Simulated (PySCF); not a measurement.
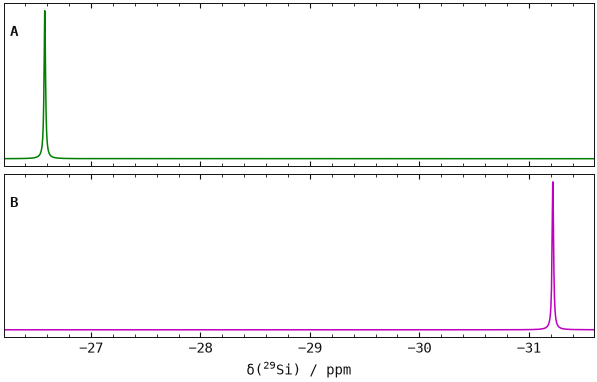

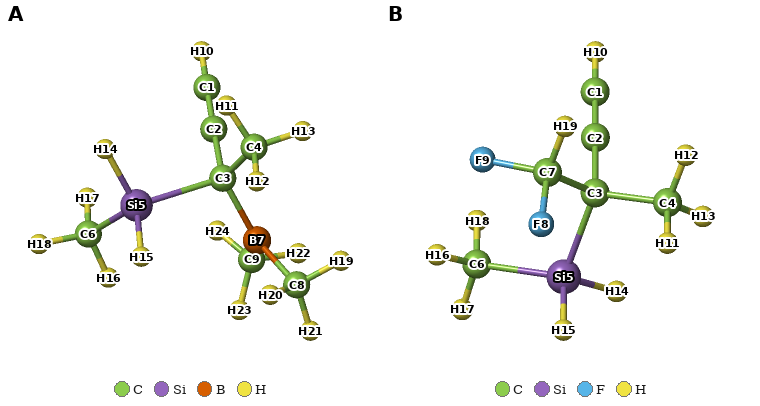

Related molecules: A is C₇H₁₅BSi, SMILES C#C[C@@](C)([SiH2]C)B(C)C; B is C₆H₁₀F₂Si, SMILES C#C[C@](C)([SiH2]C)C(F)F. GIAO ²⁹Si shifts against TMS, PBE0/pcSseg-1 with PySCF, at a GFN2-xTB geometry (no frequency check); fully decoupled, line heights follow the number of nuclei within a panel, widths are arbitrary (no quadrupolar broadening); values of one conformer, averaged over nuclei that symmetry or rotation about single bonds exchange, these motions taken as fast; other conformers aren't averaged in.

**How does the ²⁹Si shift respond?**

From A (−26.6 ppm) to B (−31.2 ppm) the nucleus is shielded by 4.6 ppm.

Caveats, for all or some of the runs: the tight-binding geometry is rougher than a DFT one and adds to the error.
